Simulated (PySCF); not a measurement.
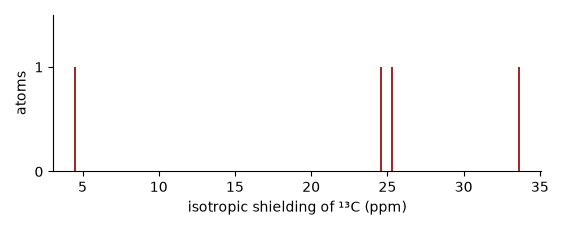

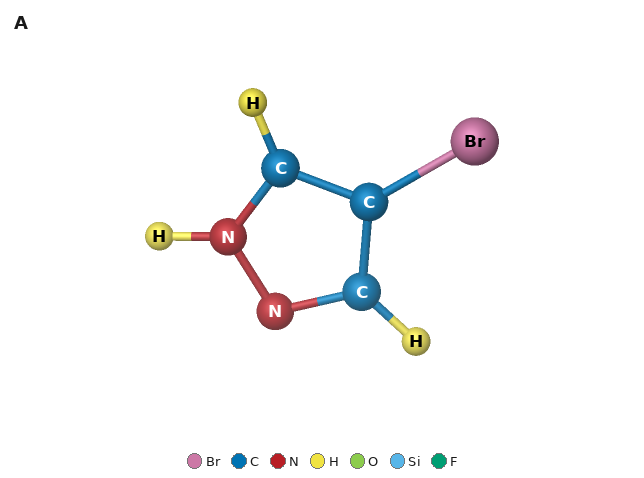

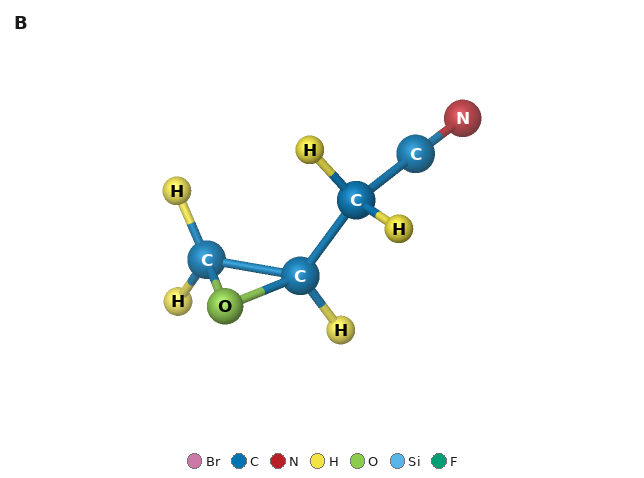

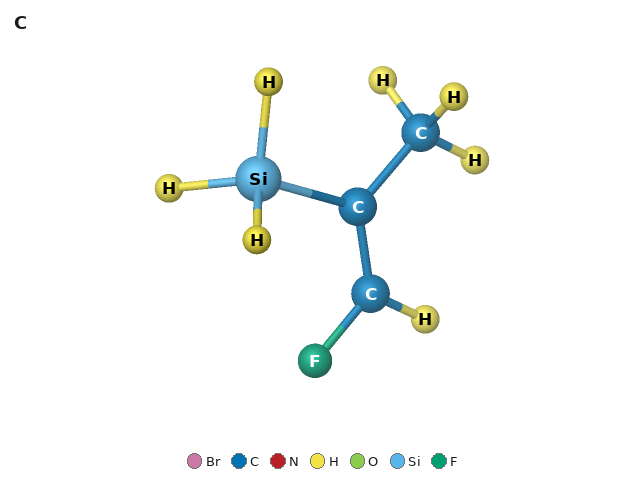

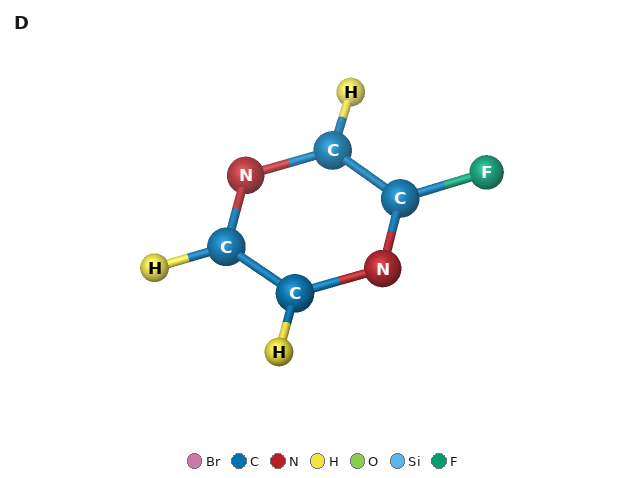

The sticks are computed shieldings of one of the molecules, for one fixed geometry (PBE0-D3(BJ)/def2-SVP) without averaging over rotations. Low shielding means a high chemical shift. Method: GIAO LDA/pcSseg-2 NMR shielding, non-relativistic, gas phase (PySCF 2.14.0).

> Which molecule gives this pattern?

D, `Fc1cnccn1`. Its 4 C atoms give lines at 4.5, 24.6, 25.3, 33.6 ppm.
